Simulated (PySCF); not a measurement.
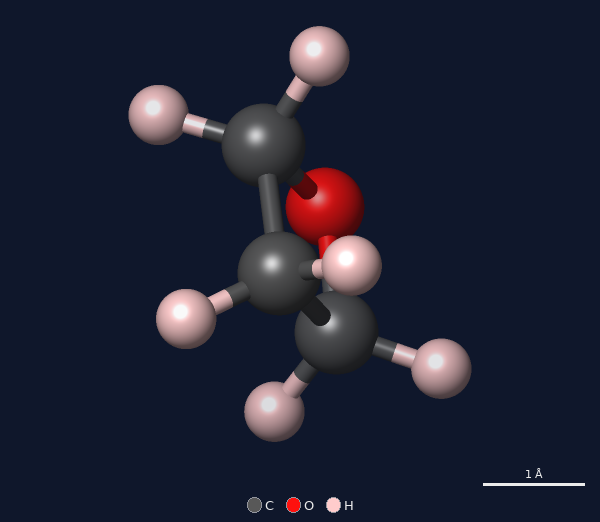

A ball-and-stick model of a molecule.

The computed structure is the end point of a PBE0-D3(BJ)/def2-SVP optimisation. No frequency run is at hand to confirm it as a minimum.

Description:

The molecule is C₃H₆O. Its SMILES string is `C1COC1`. Independent rings (smallest set): 1 of 4 members. Among its groups: ether. This geometry has Cs symmetry. Coordination, clear cases only: 1 O bent.

The parts below concern this one geometry. Atoms keep their numbers from picture to picture.

Bond orders

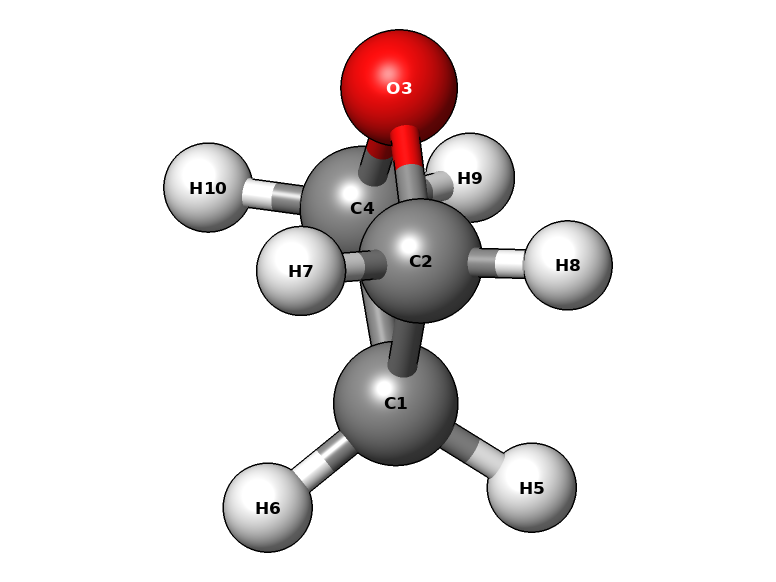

Every bond is drawn as one stick. No frequency run is at hand to confirm it as a minimum. Level of theory: PBE0/STO-3G (PySCF 2.14.0).

List the Mayer bond orders of C1–C2, C1–H5, C1–H6, C2–O3, C2–H8, C2–H7 (one bond of each equivalent set). Atoms whose distances differ by more than 0.02 Å in this geometry are listed apart.

```csv
bond,Mayer order,length (Å)
C1–C2,0.99,1.533
C1–H5,0.97,1.099
C1–H6,0.97,1.098
C2–O3,0.99,1.425
C2–H8,0.95,1.104
C2–H7,0.95,1.106
```

NMR shielding

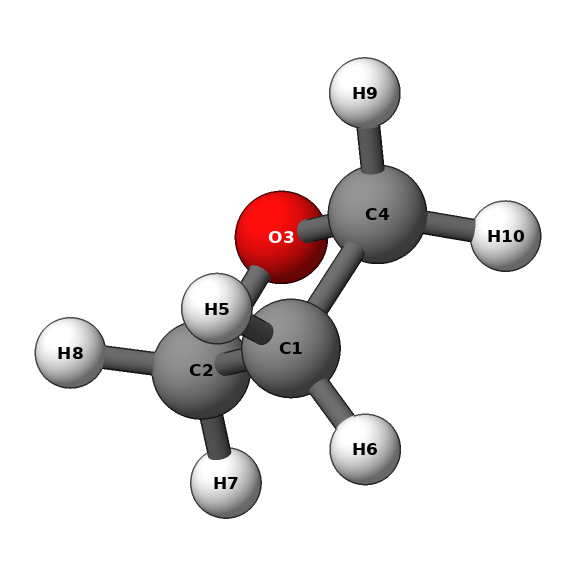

The questions are on isotropic NMR shieldings of the C atoms. No frequency run is at hand to confirm it as a minimum. Method: GIAO CAM-B3LYP/pcSseg-2 NMR shielding, non-relativistic, gas phase (PySCF 2.14.0).

List the isotropic NMR shieldings of the C atoms.

| atom | σ (ppm) |
| --- | --- |
| C1 | 158.9 |
| C2 | 106.9 |
| C4 | 106.8 |

Levels of theory compared

No frequency run is at hand to confirm it as a minimum. Program: PySCF 2.14.0.

At this fixed geometry, give dipole (D), HOMO energy (eV), HOMO–LUMO gap (eV) at these levels: B97-2/pcSseg-2; BHandHLYP/pcSseg-2; CAM-B3LYP/pcSseg-2; LC-wPBE/pcSseg-2; PBE0/6-311+G(2d,p); PBE0/6-31G; PBE0/6-31G*; PBE0/STO-3G; PBE0/def2-SVP; PBE0/def2-TZVP; WP04/pcSseg-2; ωB97X-D/pcSseg-2.

```
             level  dipole (D)  HOMO energy (eV)  HOMO–LUMO gap (eV)
    B97-2/pcSseg-2        1.89             −6.91                7.60
BHandHLYP/pcSseg-2        2.03             −8.71                9.84
CAM-B3LYP/pcSseg-2        2.00             −8.62                9.92
  LC-wPBE/pcSseg-2        1.99             −9.92               12.35
PBE0/6-311+G(2d,p)        1.94             −7.17                7.66
        PBE0/6-31G        2.38             −6.84                9.44
       PBE0/6-31G*        1.93             −6.87                9.64
       PBE0/STO-3G        1.46             −3.89               11.56
     PBE0/def2-SVP        1.93             −6.99                8.91
    PBE0/def2-TZVP        1.85             −7.14                8.51
     WP04/pcSseg-2        2.00             −8.34                7.75
  ωB97X-D/pcSseg-2        1.94             −9.08               11.44
```
